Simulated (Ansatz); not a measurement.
# B2PLYP/STO-3G run of SiH2O (oxosilane)

Aim: the electronic atomisation energy of SiH2O (oxosilane) at B2PLYP/STO-3G, from 4 runs. 

The results are computed with Ansatz 0.2.0.

61 further runs of the same task are left out: 9 that didn't finish, 52 set aside as unsound or not needed.

**1. Starting point**

SiH2O: 4 atoms, total charge 0, spin state singlet. As SMILES, `O=[SiH2]`. The coordinates come from a PBE0-D4/def2-TZVP relaxation.

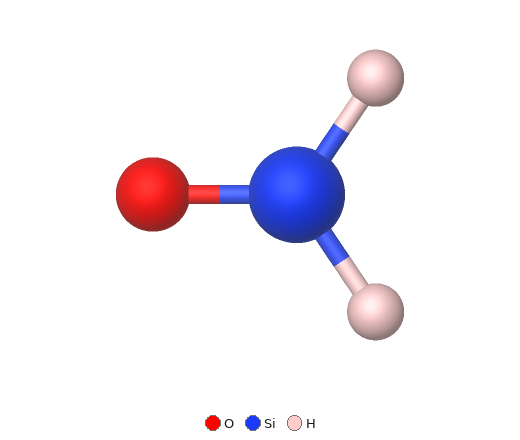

The structure, seen from a chosen angle (oxygen red, silicon blue, hydrogen pink).

**2. A single-point energy at B2PLYP/STO-3G**

Input file job.yaml:

```yaml
basis:
  gaussian: {orbitals: STO-3G}
crystal:
  periodic: [false, false, false]
  atoms:
    - {symbol: O, position_ang: [-0.283200, 0.413500, 1.469500]}
    - {symbol: Si, position_ang: [-0.006700, 0.009800, 0.034900]}
    - {symbol: H, position_ang: [0.439900, -1.346000, -0.376200]}
    - {symbol: H, position_ang: [-0.150000, 0.922700, -1.128300]}
hamiltonian: {xc: {name: B2PLYP}}
correlation: {frozen_orbitals: {H: 0, O: 1, Si: 5}}
accuracy: high
```

Started as:

```sh
$ ansatz run job.yaml --threads 1 --pin off --max-ram 2610MiB --events-out events.jsonl --progress --plain --runs-dir runs
```

Log:

```text
Warning: RAYON_NUM_THREADS=1 ignored (pool sized by the plan → 1); use --threads N
Functional definition: B2PLYP
  name "B2PLYP"
  parameter a = 0.53
  parameter c = 0.27
  exchange = (1 - a)*b88_x + a*exact_x
  correlation = (1 - c)*lyp_c + c*(mp2_os + mp2_ss)
267 factors; integrals over basis functions are off by at most 2.6e-8 eV
mean field evaluation 1: about -9821.5996 eV, gradient 3.6e1 eV
mean field evaluation 2: about -9821.5918 eV, gradient 3.6e1 eV
mean field evaluation 4: about -9827.1514 eV, gradient 8.8e0 eV
mean field evaluation 8: about -9827.3787 eV, gradient 4.8e-2 eV
mean field evaluation 16: about -9827.3788 eV, gradient 5.4e-7 eV
mean field -9827.37875482 eV, -361.1495080030 hartree, gradient 1.8e-8 eV, S^2 0.000000; 0 other end points of the search recorded, 0 dependent functions left out
6 core orbitals not correlated: weight in the atoms' cores, before any rotation towards them, 1.000 or more for the frozen orbitals, at most 0.000 for the correlated occupied ones
reference -9827.37876891 eV, -361.1495085208 hartree; 6, 6 occupied and 4, 4 virtual orbitals, 267 factors
second order -4.60892742 eV of doubles, -0.00000000 eV of singles
Total energy: -9828.62317931 eV, -361.1952397595 hartree
```

It took 1.1 s on 1 thread of Arm Neoverse V1, shared host; peak memory 0.09 GiB.

**3. The H atom**

Input file molecule.yaml:

```yaml
crystal:
  periodic: [false, false, false]
  atoms:
    - {symbol: H, position_ang: [0.000000, 0.000000, 0.000000]}
basis:
  gaussian:
    orbitals: STO-3G
magnetization:
  spin_polarized: true
  initial_magnetization: 1
hamiltonian:
  xc: {name: B2PLYP}
correlation:
  frozen_orbitals: {H: 0}
accuracy: high
```

Run the same way, it converges to -0.46478 Eh (log not shown).

**4. The O atom at the same level**

Input file input.yaml:

```yaml
crystal:
  periodic: [false, false, false]
  atoms:
    - {symbol: O, position_ang: [0.000000, 0.000000, 0.000000]}
basis:
  gaussian: {orbitals: STO-3G}
magnetization: {spin_polarized: true, initial_magnetization: 2}
hamiltonian: {xc: {name: B2PLYP}}
correlation: {frozen_orbitals: {O: 1}}
accuracy: high
```

Run the same way, it converges to -73.96694 Eh (log not shown).

**5. The Si atom**

Input file molecule.yaml:

```yaml
crystal:
  periodic: [false, false, false]
  atoms:
    - symbol: Si
      position_ang: [0.000000, 0.000000, 0.000000]
basis:
  gaussian: {orbitals: STO-3G}
magnetization: {spin_polarized: true, initial_magnetization: 2}
hamiltonian: {xc: {name: B2PLYP}}
correlation: {frozen_orbitals: {Si: 5}}
accuracy: high
```

Run the same way, it converges to -285.81514 Eh (log not shown).

**6. Summary of results**

Level: B2PLYP/STO-3G, 6 core orbitals frozen.

| quantity | value |
| --- | --- |
| molecule: total energy | -361.19524 Eh |
| H atom: total energy | -0.46478 Eh |
| H atom: ⟨S²⟩ | 0.750 |
| O atom: total energy | -73.96694 Eh |
| O atom: ⟨S²⟩ | 2.000 |
| Si atom: total energy | -285.81514 Eh |
| Si atom: ⟨S²⟩ | 2.000 |
| electronic atomisation energy | 13.160 eV |

Taking the molecule apart into free atoms costs 13.16 eV (303 kcal/mol), before zero-point energy and without spin-orbit coupling. In a minimal basis such a difference can be off by several eV, whatever the method.
